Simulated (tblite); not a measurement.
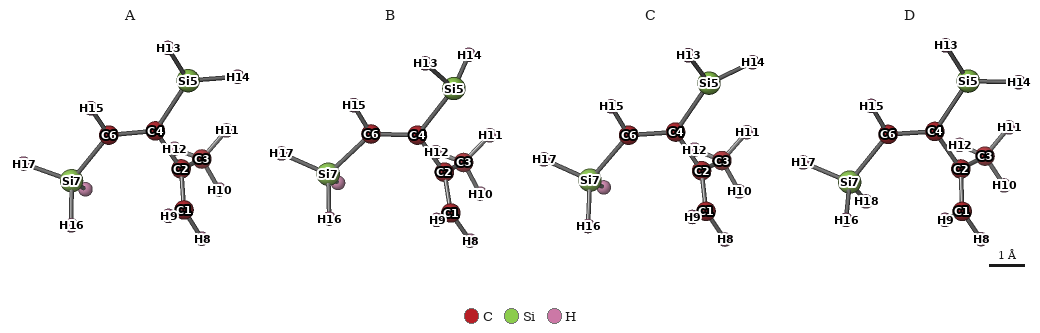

4 geometries from one relaxation of C5H11Si2 (multiplicity 2), in shuffled order. Style: ball-and-stick. Shown from a free direction.

All numbers below come from GFN2-xTB geometry optimisation, gas phase in tblite 0.8.0. 

> Order the frames from highest to lowest energy.

B, C, A, D. They are steps 0, 21, 33, 122, at +9.01 kcal/mol, +3.15 kcal/mol, +0.82 kcal/mol relative to the last. The atom that moves furthest after the best rigid fit is H14 (1.39 Å). Largest moves by element: H 1.39 Å, Si 0.42 Å, C 0.32 Å. Among the contacts that change: C4–Si5 1.891 → 1.834 Å, Si5–H13 1.490 → 1.451 Å, C6–Si7 1.836 → 1.866 Å, C2–C3 1.526 → 1.499 Å. Bond angles that change, for instance: C4–Si5–H14 108.9° → 121.0°, C4–Si5–H13 109.1° → 119.7°, H13–Si5–H14 108.3° → 116.8°. Over 122 geometry steps the energy falls by 9.01 kcal/mol. Cost: 1 s on 1 thread of Arm Neoverse V1, on a shared host.
